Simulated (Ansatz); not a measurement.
# GaNH (quartet): one geometry, many settings at a displaced geometry (v2)

Aim: run GaNH (quartet) at one geometry under a spread of methods and options, and see what each costs and gives.

Computed with Ansatz 0.2.0, Gaussian basis. Level: the settings change from run to run.

25 further runs of the same task are left out: 1 for a mislabelled method, 6 for a known fault of the program, 6 that didn't finish, 12 set aside as unsound or not needed.

## (1) What is computed

The geometry is a PBE0/def2-TZVP stationary point (not a proven minimum) with its atoms shifted at random (size 0.100 Å). No spin-orbit coupling is included. The filled d shell of Ga may be among the frozen orbitals whatever the setting's name suggests; the logs give the count.

3 atoms, charge 0, spin multiplicity 4.

Atoms are counted from 1 here; the program's logs count them from 0.

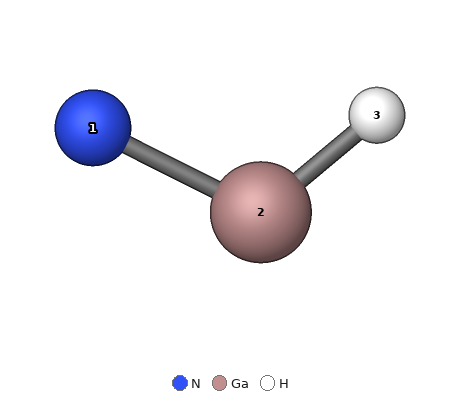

The geometry (nitrogen blue, gallium pink, hydrogen white); atoms are numbered from 1 in the order of the file.

## (2) HF/6-31G*

File in.yaml:

```yaml
crystal:
  periodic: [false, false, false]
  atoms:
    - {symbol: N, position_ang: [0.136710, 0.087300, 1.652320]}
    - {symbol: Ga, position_ang: [-0.028164, -0.037414, -0.316787]}
    - {symbol: H, position_ang: [0.048456, 1.374950, -1.047888]}
basis:
  gaussian: {orbitals: "6-31G*"}
magnetization: {spin_polarized: true, initial_magnetization: 3}
hamiltonian: {xc: hf}
output: {orbitals: {seedname: orbitals}}
```

Started as:

```console
$ ansatz run in.yaml --threads 1 --pin off --events-out ev --progress --plain --max-ram 2393MiB
```

Output:

```text
Functional definition: HF
  name "HF"
  cite "Fock, Z. Phys. 61, 126 (1930) doi:10.1007/BF01340294"
  parent pbe
  exchange = exact_x
  correlation = 0
478 factors; integrals over basis functions are off by at most 4.6e-4 eV
mean field evaluation 1: about -53820.2552 eV, gradient 8.7e0 eV
mean field evaluation 2: about -53820.2789 eV, gradient 8.7e0 eV
mean field evaluation 4: about -53821.1867 eV, gradient 2.1e0 eV
mean field evaluation 8: about -53821.2717 eV, gradient 3.5e-1 eV
mean field evaluation 16: about -53821.2854 eV, gradient 1.5e-5 eV
mean field evaluation 32: about -53819.7916 eV, gradient 1.0e0 eV
mean field evaluation 64: about -53818.4602 eV, gradient 1.0e1 eV
mean field -53821.28535741 eV, -1977.8957555075 hartree, gradient 1.5e-5 eV, S^2 3.790883; 2 other end points of the search recorded, 0 dependent functions left out
reference -53821.28535741 eV, -1977.8957555075 hartree; 21, 18 occupied and 31, 34 virtual orbitals, 478 factors
Total energy: -53821.28535741 eV, -1977.8957555075 hartree
```

It took 1.2 s on 1 thread of Arm Neoverse V2, shared host.

From the report: ⟨S²⟩ of the determinant 3.791 (pure quartet: 3.75).

## (3) CISD/6-31G

File in.yaml:

```yaml
crystal:
  periodic: [false, false, false]
  atoms:
    - {symbol: N, position_ang: [0.136710, 0.087300, 1.652320]}
    - {symbol: Ga, position_ang: [-0.028164, -0.037414, -0.316787]}
    - {symbol: H, position_ang: [0.048456, 1.374950, -1.047888]}
basis:
  gaussian: {orbitals: 6-31G, fitting: {mean_field: def2-universal-jkfit}}
magnetization: {spin_polarized: false, initial_magnetization: 3}
correlation: {active_space: {ras: {orbitals: [3, 3, 19], electrons: 9, max_holes: 2, max_particles: 2}, fixed_orbitals: true}}
```

The command is unchanged.

Output:

```text
Functional definition: HF
  name "HF"
  cite "Fock, Z. Phys. 61, 126 (1930) doi:10.1007/BF01340294"
  parent pbe
  exchange = exact_x
  correlation = 0
361 factors; integrals over basis functions are off by at most 9.3e-2 eV
mean field evaluation 1: about -53818.5685 eV, gradient 9.5e0 eV
mean field evaluation 2: about -53819.3037 eV, gradient 4.2e0 eV
mean field evaluation 4: about -53819.4688 eV, gradient 5.2e-1 eV
mean field evaluation 8: about -53819.4850 eV, gradient 1.3e-5 eV
mean field evaluation 16: about -53818.1952 eV, gradient 8.5e-1 eV
mean field evaluation 32: about -53818.2295 eV, gradient 2.8e0 eV
mean field -53819.48503372 eV, -1977.8295948321 hartree, gradient 1.7e-6 eV, S^2 3.750000; 7 other end points of the search recorded, 0 dependent functions left out
reference -53819.48503372 eV, -1977.8295948321 hartree; 21, 18 occupied and 19, 22 virtual orbitals, 361 factors
state -53822.26216637 eV, -1977.9316525744 hartree
Total energy: -53822.26216637 eV, -1977.9316525744 hartree
```

Run time: 1.6 s. Hardware: 1 thread of Arm Neoverse V2, shared host.

From the report: 23,111 determinants.

## (4) MP2 on ROHF/6-31G*

File in.yaml:

```yaml
crystal:
  periodic: [false, false, false]
  atoms:
    - {symbol: N, position_ang: [0.136710, 0.087300, 1.652320]}
    - {symbol: Ga, position_ang: [-0.028164, -0.037414, -0.316787]}
    - {symbol: H, position_ang: [0.048456, 1.374950, -1.047888]}
basis:
  gaussian: {orbitals: "6-31G*", point_charges: [{charge: 0.50, position_ang: [4.275, 0.405, -0.570]}]}
magnetization: {spin_polarized: false, initial_magnetization: 3}
correlation: {method: mp2, electrons: outside_noble_gas}
output: {forces: true}
```

Same command.

Output, shortened:

```text
Functional definition: HF
  name "HF"
  cite "Fock, Z. Phys. 61, 126 (1930) doi:10.1007/BF01340294"
  parent pbe
[...]
478 factors; integrals over basis functions are off by at most 4.5e-4 eV
[...]
mean field -53820.92678529 eV, -1977.8825782249 hartree, gradient 2.2e-6 eV, S^2 3.750000; 5 other end points of the search recorded, 0 dependent functions left out
15 core orbitals not correlated: weight in the atoms' cores, before any rotation towards them, 0.968 or more for the frozen orbitals, at most 0.040 for the correlated occupied ones
reference -53820.92678529 eV, -1977.8825782249 hartree; 6, 3 occupied and 31, 34 virtual orbitals, 478 factors
second order -3.81002925 eV of doubles, -0.12789074 eV of singles
[...]
Total energy: -53824.86470528 eV, -1978.0272941152 hartree
Atom 0 at     0.136710     0.087300     1.652320 Å, force     0.057961     0.019910     0.228753 eV/Å
Atom 1 at    -0.028164    -0.037414    -0.316787 Å, force    -0.156261    -0.376756    -0.063629 eV/Å
Atom 2 at     0.048456     1.374950    -1.047888 Å, force     0.047426     0.341208    -0.174946 eV/Å
Dipole moment:    -0.145418    -0.086964    -0.325458 e Å
```

Run time: 2 s. Hardware: 1 thread of Arm Neoverse V2, shared host.

## (5) CASSCF(3,4)/cc-pVDZ

File in.yaml:

```yaml
crystal:
  periodic: [false, false, false]
  atoms:
    - {symbol: N, position_ang: [0.136710, 0.087300, 1.652320]}
    - {symbol: Ga, position_ang: [-0.028164, -0.037414, -0.316787]}
    - {symbol: H, position_ang: [0.048456, 1.374950, -1.047888]}
basis:
  gaussian: {orbitals: cc-pVDZ}
magnetization: {spin_polarized: false, initial_magnetization: 3}
correlation: {active_space: {window: {electrons: 3, orbitals: 4}, states: [{multiplicity: 4, weights: [1, 1, 1]}], root: 1}}
output: {forces: true}
```

The command is unchanged.

Output, shortened:

```text
Functional definition: HF
  name "HF"
  cite "Fock, Z. Phys. 61, 126 (1930) doi:10.1007/BF01340294"
  parent pbe
[...]
891 factors; integrals over basis functions are off by at most 1.7e-7 eV
[...]
mean field -53827.93249100 eV, -1978.1400331613 hartree, gradient 8.7e-7 eV, S^2 3.750000; 10 other end points of the search recorded, 0 dependent functions left out
reference -53827.93249100 eV, -1978.1400331613 hartree; 21, 18 occupied and 25, 28 virtual orbitals, 891 factors
state -53827.53350563 eV, -1978.1253707191 hartree
state -53824.81665404 eV, -1978.0255282648 hartree
state -53821.14078537 eV, -1977.8904425829 hartree
[...]
Total energy: -53824.81665404 eV, -1978.0255282648 hartree
Atom 0 at     0.136710     0.087300     1.652320 Å, force    -0.097079    -0.890453    -0.166388 eV/Å
Atom 1 at    -0.028164    -0.037414    -0.316787 Å, force     0.249372     1.939610     0.850069 eV/Å
Atom 2 at     0.048456     1.374950    -1.047888 Å, force    -0.152292    -1.049157    -0.683680 eV/Å
Dipole moment:    -0.066901    -0.356777    -0.426872 e Å
```

Run time: 4.1 s. Hardware: 1 thread of Arm Neoverse V2, shared host.

From the report: 4 determinants; active occupations (of the averaged states) 1.00, 0.67, 0.67, 0.67.

## (6) CCSD(T) on ROHF/cc-pVDZ

in.yaml, as its differences from that of step 5:

```diff
@@ -9,3 +9,4 @@
 magnetization: {spin_polarized: false, initial_magnetization: 3}
-correlation: {active_space: {window: {electrons: 3, orbitals: 4}, states: [{multiplicity: 4, weights: [1, 1, 1]}], root: 1}}
-output: {forces: true}
+correlation: {method: ccsd_t, electrons: all}
+accuracy: high
+scf: {lower_state_search: off}
```

Same command.

Output, shortened:

```text
Functional definition: HF
  name "HF"
  cite "Fock, Z. Phys. 61, 126 (1930) doi:10.1007/BF01340294"
  parent pbe
[...]
944 factors; integrals over basis functions are off by at most 4.5e-9 eV
[...]
mean field -53827.93249105 eV, -1978.1400331631 hartree, gradient 1.7e-8 eV, S^2 3.750000; 0 other end points of the search recorded, 0 dependent functions left out
reference -53827.93249105 eV, -1978.1400331631 hartree; 21, 18 occupied and 25, 28 virtual orbitals, 944 factors
second order -4.69323808 eV of doubles, -0.13379286 eV of singles
cycle   1  -5.34143049 eV  change   -5.1e-1 eV  update   7.5e-2
[...]
cycle  29  -5.66571524 eV  change    2.4e-9 eV  update   4.6e-9
perturbative correction -0.17073208 eV, -0.0062742882 hartree
Total energy: -53833.76893837 eV, -1978.3545186461 hartree
Checks for a lower state left out: stability, starts, cluster_reference, orbital_swaps, neighbouring_geometries, increment
```

Wall time 9.5 s (1 thread of Arm Neoverse V2, shared host).

From the report: correlation -5.8364 eV; T1 0.019; largest double amplitude 0.03.

## (7) MRCISD+Q(relaxed)(7,5)/cc-pVDZ

in.yaml, as its differences from that of step 6:

```diff
@@ -9,4 +9,3 @@
 magnetization: {spin_polarized: false, initial_magnetization: 3}
-correlation: {method: ccsd_t, electrons: all}
+correlation: {method: fic_mrcisd_q_relaxed, electrons: outside_noble_gas, active_space: {window: {electrons: 7, orbitals: 5}}}
 accuracy: high
-scf: {lower_state_search: off}
```

Same command.

Output, shortened:

```text
Functional definition: HF
  name "HF"
  cite "Fock, Z. Phys. 61, 126 (1930) doi:10.1007/BF01340294"
  parent pbe
[...]
944 factors; integrals over basis functions are off by at most 4.5e-9 eV
[...]
mean field -53827.93249105 eV, -1978.1400331631 hartree, gradient 1.7e-8 eV, S^2 3.750000; 10 other end points of the search recorded, 0 dependent functions left out
reference -53827.93249105 eV, -1978.1400331631 hartree; 21, 18 occupied and 25, 28 virtual orbitals, 944 factors
state -53827.93414710 eV, -1978.1400940217 hartree
contracted CI cycle   1: correlation 0.00000000 eV, 0.0000000000 hartree, residual 1.84e1 eV
contracted CI cycle   2: correlation -4.37725450 eV, -0.1608611360 hartree, residual 3.25e0 eV
contracted CI cycle   3: correlation -4.58528796 eV, -0.1685062245 hartree, residual 1.15e0 eV
[...]
contracted CI cycle  13: correlation -4.61725938 eV, -0.1696811523 hartree, residual 9.63e-4 eV
contracted CI cycle  14: correlation -4.61725940 eV, -0.1696811531 hartree, residual 4.44e-4 eV
contracted CI cycle  15: correlation -4.61725940 eV, -0.1696811533 hartree, residual 1.94e-4 eV
contracted CI cycle  16: correlation -4.61725940 eV, -0.1696811533 hartree, residual 8.52e-5 eV
contracted CI cycle  17: correlation -4.61725940 eV, -0.1696811533 hartree, residual 3.47e-5 eV
contracted CI cycle  18: correlation -4.61725940 eV, -0.1696811533 hartree, residual 1.31e-5 eV
contracted CI cycle  19: correlation -4.61725940 eV, -0.1696811533 hartree, residual 5.24e-6 eV
contracted CI cycle  20: correlation -4.61725940 eV, -0.1696811533 hartree, residual 1.91e-6 eV
contracted CI cycle  21: correlation -4.61725940 eV, -0.1696811533 hartree, residual 7.28e-7 eV
state -53827.93414710 eV, -1978.1400940217 hartree; corrected -53832.94615960 eV, -1978.3242820839 hartree
Total energy: -53832.94615960 eV, -1978.3242820839 hartree
```

It took 6.5 s on 1 thread of Arm Neoverse V2, shared host.

From the report: 6 determinants; active occupations 2.00, 2.00, 1.00, 1.00, 1.00.

## (8) CASSCF(5,5)/cc-pVDZ

in.yaml, as its differences from that of step 7:

```diff
@@ -9,3 +9,3 @@
 magnetization: {spin_polarized: false, initial_magnetization: 3}
-correlation: {method: fic_mrcisd_q_relaxed, electrons: outside_noble_gas, active_space: {window: {electrons: 7, orbitals: 5}}}
+correlation: {active_space: {window: {electrons: 5, orbitals: 5}}}
 accuracy: high
```

Same command.

Output:

```text
Functional definition: HF
  name "HF"
  cite "Fock, Z. Phys. 61, 126 (1930) doi:10.1007/BF01340294"
  parent pbe
  exchange = exact_x
  correlation = 0
944 factors; integrals over basis functions are off by at most 4.5e-9 eV
mean field evaluation 1: about -53826.9812 eV, gradient 9.3e0 eV
mean field evaluation 2: about -53826.9893 eV, gradient 9.3e0 eV
mean field evaluation 4: about -53827.8842 eV, gradient 1.9e0 eV
mean field evaluation 8: about -53827.9288 eV, gradient 2.2e-1 eV
mean field evaluation 16: about -53827.9325 eV, gradient 1.7e-8 eV
mean field evaluation 32: about -53826.4536 eV, gradient 1.3e-1 eV
mean field evaluation 64: about -53827.9354 eV, gradient 1.6e-1 eV
mean field -53827.93249105 eV, -1978.1400331631 hartree, gradient 1.7e-8 eV, S^2 3.750000; 10 other end points of the search recorded, 0 dependent functions left out
reference -53827.93249105 eV, -1978.1400331631 hartree; 21, 18 occupied and 25, 28 virtual orbitals, 944 factors
state -53828.56847597 eV, -1978.1634051776 hartree
Total energy: -53828.56847597 eV, -1978.1634051776 hartree
```

It took 8.5 s on 1 thread of Arm Neoverse V2, shared host.

From the report: 25 determinants; active occupations 1.96, 1.00, 1.00, 1.00, 0.04.

## (9) MP2 on UHF/cc-pVDZ

in.yaml, as its differences from that of step 8:

```diff
@@ -8,4 +8,4 @@
   gaussian: {orbitals: cc-pVDZ}
-magnetization: {spin_polarized: false, initial_magnetization: 3}
-correlation: {active_space: {window: {electrons: 5, orbitals: 5}}}
-accuracy: high
+magnetization: {spin_polarized: true, initial_magnetization: 3}
+correlation: {method: mp2, electrons: valence}
+scf: {lower_state_search: off}
```

Same command.

Output, shortened:

```text
Functional definition: HF
  name "HF"
  cite "Fock, Z. Phys. 61, 126 (1930) doi:10.1007/BF01340294"
  parent pbe
[...]
502 factors; integrals over basis functions are off by at most 8.5e-4 eV
[...]
mean field -53828.19526256 eV, -1978.1496898380 hartree, gradient 3.5e-6 eV, S^2 3.791608; 0 other end points of the search recorded, 0 dependent functions left out
10 core orbitals not correlated: weight in the atoms' cores, before any rotation towards them, 1.000 or more for the frozen orbitals, at most 0.000 for the correlated occupied ones
reference -53828.19526256 eV, -1978.1496898380 hartree; 11, 8 occupied and 25, 28 virtual orbitals, 502 factors
second order -4.29740294 eV of doubles, -0.00000000 eV of singles
Total energy: -53832.49266550 eV, -1978.3076164832 hartree
Checks for a lower state left out: stability, starts, cluster_reference, orbital_swaps, neighbouring_geometries, increment
```

Run time: 0.42 s. Hardware: 1 thread of Arm Neoverse V2, shared host.

From the report: ⟨S²⟩ of the determinant 3.792 (pure quartet: 3.75).

## (10) MRCISD+Q(3,6)/6-31G

File in.yaml:

```yaml
crystal:
  periodic: [false, false, false]
  atoms:
    - {symbol: N, position_ang: [0.136710, 0.087300, 1.652320]}
    - {symbol: Ga, position_ang: [-0.028164, -0.037414, -0.316787]}
    - {symbol: H, position_ang: [0.048456, 1.374950, -1.047888]}
basis:
  gaussian: {orbitals: 6-31G}
magnetization: {spin_polarized: false, initial_magnetization: 3}
correlation: {method: fic_mrcisd_q, electrons: outside_noble_gas, active_space: {window: {electrons: 3, orbitals: 6}}}
```

The command is unchanged.

Output, shortened:

```text
Functional definition: HF
  name "HF"
  cite "Fock, Z. Phys. 61, 126 (1930) doi:10.1007/BF01340294"
  parent pbe
[...]
417 factors; integrals over basis functions are off by at most 5.9e-4 eV
[...]
mean field -53819.48950082 eV, -1977.8297589948 hartree, gradient 2.8e-6 eV, S^2 3.750000; 7 other end points of the search recorded, 0 dependent functions left out
reference -53819.48950082 eV, -1977.8297589948 hartree; 21, 18 occupied and 19, 22 virtual orbitals, 417 factors
state -53819.67308658 eV, -1977.8365056473 hartree
contracted CI cycle   1: correlation 0.00000000 eV, 0.0000000000 hartree, residual 1.20e1 eV
contracted CI cycle   2: correlation -2.25406437 eV, -0.0828353378 hartree, residual 3.49e0 eV
contracted CI cycle   3: correlation -2.54315124 eV, -0.0934590844 hartree, residual 1.47e0 eV
contracted CI cycle   4: correlation -2.59903199 eV, -0.0955126638 hartree, residual 6.20e-1 eV
contracted CI cycle   5: correlation -2.60917328 eV, -0.0958853494 hartree, residual 2.69e-1 eV
contracted CI cycle   6: correlation -2.61136680 eV, -0.0959659599 hartree, residual 1.45e-1 eV
contracted CI cycle   7: correlation -2.61195541 eV, -0.0959875909 hartree, residual 6.59e-2 eV
contracted CI cycle   8: correlation -2.61208603 eV, -0.0959923912 hartree, residual 3.71e-2 eV
contracted CI cycle   9: correlation -2.61213247 eV, -0.0959940977 hartree, residual 2.09e-2 eV
contracted CI cycle  10: correlation -2.61214582 eV, -0.0959945885 hartree, residual 1.12e-2 eV
contracted CI cycle  11: correlation -2.61214913 eV, -0.0959947101 hartree, residual 5.30e-3 eV
contracted CI cycle  12: correlation -2.61214990 eV, -0.0959947381 hartree, residual 2.49e-3 eV
contracted CI cycle  13: correlation -2.61215008 eV, -0.0959947448 hartree, residual 1.37e-3 eV
state -53819.67308658 eV, -1977.8365056473 hartree; corrected -53822.47145595 eV, -1977.9393438247 hartree
Total energy: -53822.47145595 eV, -1977.9393438247 hartree
```

Wall time 2.4 s (1 thread of Arm Neoverse V2, shared host).

From the report: 12 determinants; active occupations 1.00, 1.00, 1.00, 0.00, 0.00, 0.00.

## (11) All runs side by side

Where basis and cores are those of an earlier UCCSDT(Q)/cc-pVDZ run (-53832.9940 eV), and the state is the same kind, the miss against it is given.

```csv
level,correlated,functions,energy (eV),from UCCSDT(Q) (meV),time
HF/6-31G*,,52,-53821.2854,,1.2 s
CISD/6-31G,outside noble gas,40,-53822.2622,,1.6 s
MP2 on ROHF/6-31G* (beside a point charge),outside noble gas,52,-53824.8647,,2 s
"CASSCF(3,4)/cc-pVDZ (excited root 1 of an average)",,46,-53824.8167,,4.1 s
CCSD(T) on ROHF/cc-pVDZ,all,46,-53833.7689,,9.5 s
"MRCISD+Q(relaxed)(7,5)/cc-pVDZ",outside noble gas,46,-53832.9462,47.8,6.5 s
"CASSCF(5,5)/cc-pVDZ",,46,-53828.5685,4425.5,8.5 s
MP2 on UHF/cc-pVDZ,valence,46,-53832.4927,,0.42 s
"MRCISD+Q(3,6)/6-31G",outside noble gas,40,-53822.4715,,2.4 s
```

## (12) Results

| quantity | value |
| --- | --- |
| runs | 9 |
| quickest | MP2 on UHF/cc-pVDZ, 0.42 s |
| slowest | CCSD(T) on ROHF/cc-pVDZ, 9.5 s |

**Reading.** Total energies in different bases, with other cores or another treatment of relativity can't be set against each other. CCSD(T) on ROHF/cc-pVDZ took 23 times as long as MP2 on UHF/cc-pVDZ; the jobs differ in more than the method. Hartree-Fock, CASSCF and CASCI lack dynamic correlation by design.
